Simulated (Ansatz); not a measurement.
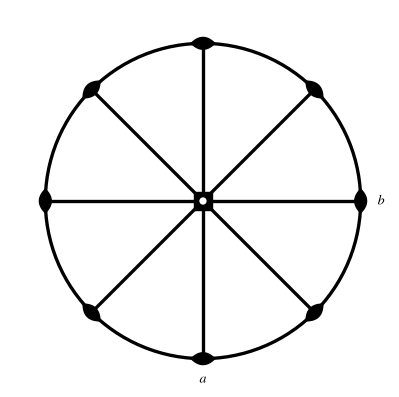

Stereographic projection: heavy lines are mirror planes (a heavy rim: a mirror in the plane of the page); lens, triangle, square and hexagon are 2-, 3-, 4- and 6-fold axes, a lens in an open square is −4, a triangle in an open hexagon −6; thin dashed diameters join the ends of axes that lie in the page; a small open circle marks inversion. The c axis points at the viewer. Computed from the symmetry operations of a computed or model structure of composition SiO2.

Identify the point group and its elements.

4/mmm (D4h), order 16, tetragonal system: one fourfold axis, four twofold axes, five mirror planes, an inversion centre.

Can such a crystal be piezoelectric, pyroelectric or chiral?

It is centrosymmetric, so neither piezoelectric nor pyroelectric; it is not chiral.
